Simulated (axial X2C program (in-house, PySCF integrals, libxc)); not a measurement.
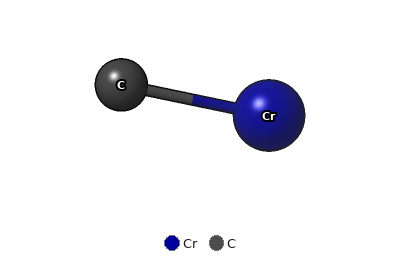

*The molecule at the reference distance of 1.683 Å.*

**Run report: CrC, relativistic diatomic calculation**

CrC, single determinant with Ω = 1. Computed at this level: PBE0, two-component X2C with atomic mean-field Coulomb and Gaunt terms, Cr dyall-cv3z, C dyall-v3z (cores contracted) (axial X2C program (in-house, PySCF integrals, libxc)).

### Input file
```
{"zs": [24, 6], "q": 0, "bas": ["dyall-cv3z", "dyall-v3z"], "levels": ["PBE0", "HF", "TPSS"], "cc": true, "r0": 1.78, "thr": -2.0, "nmax": 90, "npts": 10, "nst": 2, "ntry": 6}
```

The line is the task of a batch: nuclear charges, charge, bases, the levels to run, a first guess of the distance and further settings. This report covers PBE0 with spin-orbit coupling. The log is that of the reference distance 1.683 Å, started from orbitals converged before.

Launched within a batch (the task file carries these settings):
```bash
python <driver script> task.json out
```

### The program's output
```
two-component X2C + atomic mean field  PBE0
basis functions 150  fitting functions 865  grid points 5075
iter        total energy     max residual
   1      -1088.261846104     2.85e-05
   2      -1088.261846122     3.27e-05
   3      -1088.261846132     1.89e-05
converged
one-electron -1587.33947451  Coulomb 508.33541132  exact exchange -13.26584609  xc functional -41.00651025  nuclear repulsion 45.27719452  atomic mean-field constant -0.26262113
```

### The points of the curve

| R (Å) | E (hartree) | dipole (D; origin at the first atom, positive when the second is positive) | highest filled (eV) | lowest empty (eV) |
| --- | --- | --- | --- | --- |
| 1.464 | −1088.247217 | −5.61 | −5.52 | −2.65 |
| 1.532 | −1088.256245 | −5.72 | −5.58 | −2.77 |
| 1.582 | −1088.259695 | −5.79 | −5.66 | −2.85 |
| 1.633 | −1088.261390 | −5.82 | −5.73 | −2.91 |
| 1.683 | −1088.261846 | −5.82 | −5.70 | −2.96 |
| 1.742 | −1088.261169 | −5.79 | −5.69 | −3.01 |
| 1.801 | −1088.259437 | −5.74 | −5.68 | −3.04 |
| 1.877 | −1088.255973 | −5.68 | −5.68 | −3.09 |
| 1.969 | −1088.250287 | −5.67 | −5.65 | −3.15 |
| 2.104 | −1088.240101 | −5.84 | −5.56 | −3.25 |

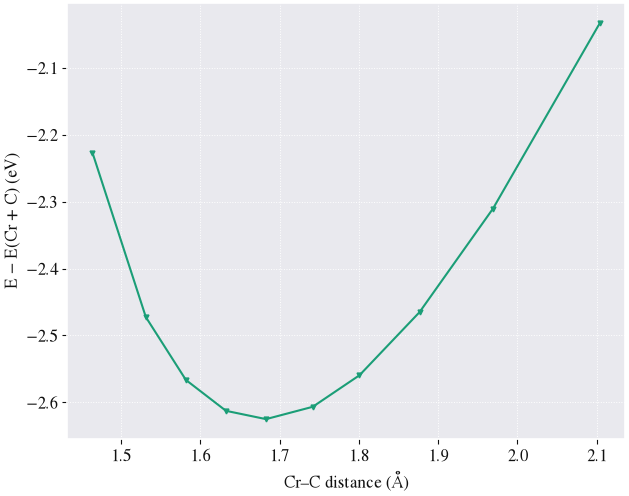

*Energy at 10 bond lengths, for one set of occupations held fixed; the line joins the points.*

A polynomial of degree 6 through 9 points gives rₑ = 1.680 Å, ωₑ = 537.7 cm⁻¹, ωₑxₑ = −2.4 cm⁻¹ and Bₑ = 0.6130 cm⁻¹. The minimum lies 2.63 eV below Cr + C, each computed as one determinant at the same level.

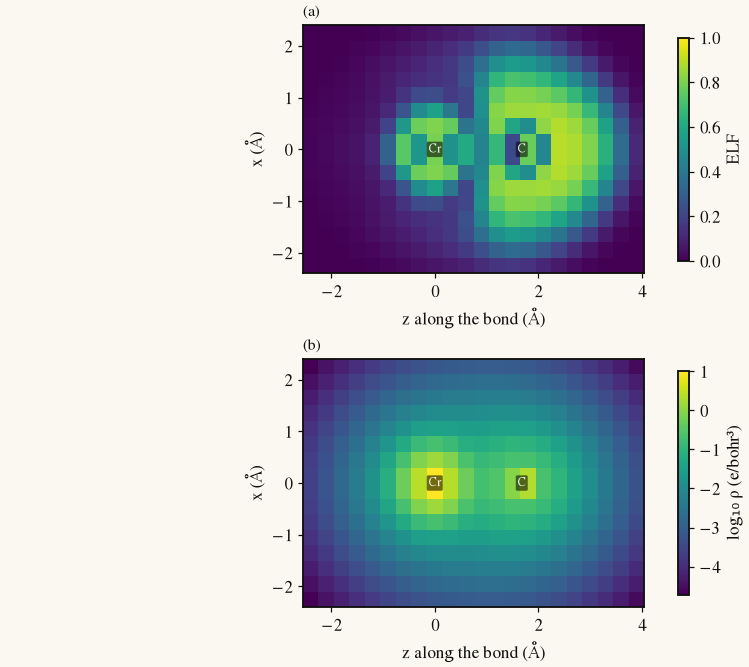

*(a) electron localisation function; (b) electron density on a logarithmic scale, in a plane that holds the axis, at 1.68 Å, on points 0.3 Å apart (one half computed, the other mirrored); the structure near the nuclei is finer than these points.*

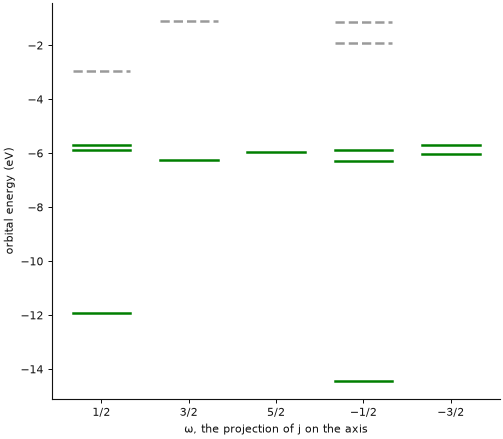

*Orbital energies near the frontier at 1.68 Å, filled (solid) and empty (dashed).*

The highest filled spinor (−3/2; 70 % C p, 22 % Cr d) lies at −5.70 eV, the lowest empty one (1/2; 44 % Cr s, 32 % Cr p) at −2.96 eV.

### Results in brief

```
                 quantity                                                                  value
                  outcome                                                              converged
           bond length rₑ                                                                1.680 Å
                       ωₑ                                                             537.7 cm⁻¹
    energy at the minimum                                                    −1088.26185 hartree
depth below the fragments                                                                2.63 eV
                 hardware  1 thread of AMD EPYC (Zen 3), 24 GiB of memory available, shared host
                wall time                                                                  7.5 s
              peak memory                                                               0.61 GiB
```
